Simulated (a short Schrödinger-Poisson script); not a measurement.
Stack: symmetric double-gate stack, SiO2 on p-type Si(100), at 300 K.

| layer | material | thickness (nm) | Na (cm⁻³) |
|---|---|---|---|
| 1 | SiO2 | 2.9 | - |
| 2 | Si | 20 | 5e15 |
| 3 | SiO2 | 2.9 | - |

Constants are typed, rounded textbook-type inputs, not results; the design itself was drawn at random and stands for no fabricated device. SiO2: permittivity 3.9, conduction-band edge (eV) 3.15, gap (eV) 9, electron mass (mₑ) 0.5. Si: permittivity 11.7, conduction-band edge (eV) 0, gap (eV) 1.124, Nv at 300 K (cm⁻³) 3.1e19.

Channel valleys (confinement mass, in-plane density-of-states mass, number): Δ2 0.916, 0.19, 2; Δ4 0.19, 0.417, 4. At the gates, both at one voltage, the conduction-band edge of layer 1 lies 3.31 eV − eVg above the Fermi level of the channel. Gaps are held at their typed values at every temperature. Mesh 0.03 nm at interfaces.

Solved with a short Schrödinger-Poisson script written for these runs: 1D Poisson equation in equilibrium, electrons quantum, Hartree (BenDaniel-Duke, 12 states a valley, the channel's in-plane mass for all, wave functions ending at the dielectric), parabolic valleys, classical holes, full ionisation, no traps, pinning or gate leakage.

Only gate voltages with over 1e8 electrons/cm² are shown.

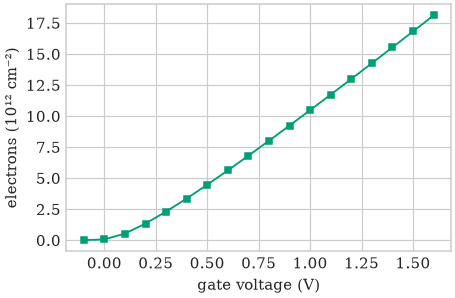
Fig. 1. Sheet density against gate voltage

| Vg (V) | electrons (cm⁻²) | C (μF/cm²) | Δ2 E0 (meV) | Δ2 E1 (meV) | Δ4 E0 (meV) | Δ4 E1 (meV) |
|---|---|---|---|---|---|---|
| -0.1 | 1.79e9 | 0.0112 | 262.2 | 265.2 | 266.1 | 280.9 |
| 0 | 6.64e10 | 0.331 | 169.1 | 171.6 | 173.0 | 187.3 |
| 0.1 | 5.32e11 | 1.10 | 115.1 | 115.6 | 121.1 | 132.5 |
| 0.2 | 1.34e12 | 1.45 | 86.6 | 86.6 | 99.9 | 107.8 |
| 0.3 | 2.30e12 | 1.63 | 66.9 | 66.9 | 88.3 | 93.7 |
| 0.4 | 3.36e12 | 1.74 | 52.1 | 52.1 | 80.6 | 84.4 |
| 0.5 | 4.47e12 | 1.82 | 40.3 | 40.3 | 74.9 | 77.8 |
| 0.6 | 5.62e12 | 1.87 | 30.5 | 30.5 | 70.5 | 72.7 |
| 0.7 | 6.80e12 | 1.92 | 22.1 | 22.1 | 66.9 | 68.7 |
| 0.8 | 8.01e12 | 1.95 | 14.8 | 14.8 | 63.9 | 65.4 |
| 0.9 | 9.24e12 | 1.97 | 8.2 | 8.2 | 61.4 | 62.6 |
| 1 | 1.05e13 | 2.00 | 2.2 | 2.2 | 59.1 | 60.1 |
| 1.1 | 1.17e13 | 2.01 | -3.3 | -3.3 | 57.1 | 58.0 |
| 1.2 | 1.30e13 | 2.03 | -8.5 | -8.5 | 55.3 | 56.1 |
| 1.3 | 1.43e13 | 2.04 | -13.3 | -13.3 | 53.6 | 54.3 |
| 1.4 | 1.55e13 | 2.05 | -18.0 | -18.0 | 52.1 | 52.7 |
| 1.5 | 1.68e13 | 2.06 | -22.4 | -22.4 | 50.7 | 51.2 |
| 1.6 | 1.81e13 | 2.07 | -26.6 | -26.6 | 49.3 | 49.8 |

Subbands count from the Fermi level. The capacitance is that of both gates.
